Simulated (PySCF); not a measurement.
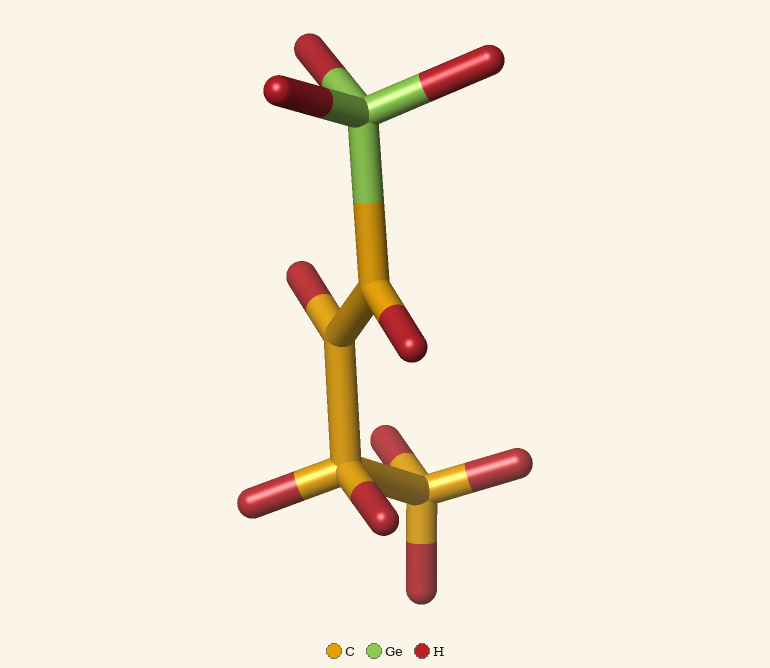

(Drawn from a calculation with PySCF.)

Description:

The molecule is C4H10Ge. As SMILES it reads `CC/C=[CH]/[GeH3]`. Among its groups: alkene. This geometry has C1 symmetry. Coordination: 2 C tetrahedral; 2 C trigonal planar; 1 Ge tetrahedral.
